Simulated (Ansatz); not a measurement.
# Sn3C5: the cost of one run

Computed with Ansatz 0.2.0 (DFT PBE, scalar-relativistic, plane waves, PAW, unless a step's input says otherwise).

## (1) The starting structure

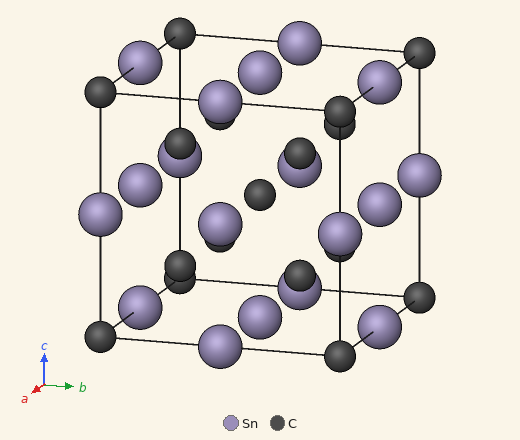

The starting structure, seen slightly off an axis (tin purple, carbon dark grey). Atoms on the faces are drawn again on the opposite ones. The cell drawn here is the conventional one.

As a file:

```cif
data_structure
_symmetry_space_group_name_H-M 'P 1'
_symmetry_Int_Tables_number 1
_cell_length_a 5.7103
_cell_length_b 5.7103
_cell_length_c 5.7103
_cell_angle_alpha 109.471
_cell_angle_beta 109.471
_cell_angle_gamma 109.471
_cell_volume 143.33
loop_
_atom_site_label
_atom_site_type_symbol
_atom_site_fract_x
_atom_site_fract_y
_atom_site_fract_z
_atom_site_occupancy
Sn1 Sn 0.00000 0.50000 0.50000 1
Sn2 Sn 0.50000 0.50000 0.00000 1
Sn3 Sn 0.50000 0.00000 0.50000 1
C1 C 0.00000 0.00000 0.00000 1
C2 C 0.00000 0.00000 0.50000 1
C3 C 0.00000 0.50000 0.00000 1
C4 C 0.50000 0.00000 0.00000 1
C5 C 0.50000 0.50000 0.50000 1
```

A structure generator made this guess: species swapped into a database cell of Fe5Co3 (Im-3m, No. 229), with C on the Fe sites and Sn on the Co sites. Its size is a rough estimate.

## (2) A first look at the guess

Contents of input.yaml:

```yaml
crystal:
  lattice:
    - [-3.2968335, 3.2968335, 3.2968335]
    - [3.2968335, -3.2968335, 3.2968335]
    - [3.2968335, 3.2968335, -3.2968335]
  atoms:
    - { symbol: Sn, position: [0.0, 0.5, 0.5] }
    - { symbol: Sn, position: [0.5, 0.5, 0.0] }
    - { symbol: Sn, position: [0.5, 0.0, 0.5] }
    - { symbol: C, position: [0.0, 0.0, 0.0] }
    - { symbol: C, position: [0.0, 0.0, 0.5] }
    - { symbol: C, position: [0.0, 0.5, 0.0] }
    - { symbol: C, position: [0.5, 0.0, 0.0] }
    - { symbol: C, position: [0.5, 0.5, 0.5] }
basis:
  ecutwfc: 420
kpoints:
  mp_grid: { grid: [4, 4, 4] }
hamiltonian:
  xc: pbe
scf:
  occupations: { method: gaussian, width: 0.1 }
  lower_state_search: "off"
output:
  forces: true
  stress: true
  eigenvalues: true
```

Started as:

```
$ ansatz run input.yaml --threads 1 --pin off --max-ram 2048MiB --backend cpu --events-out ev --progress --plain --runs-dir out
```

What time and memory should one allow on 1 thread of Arm Neoverse V2, shared host?

About 2.5 s, with a peak of 0.37 GiB.
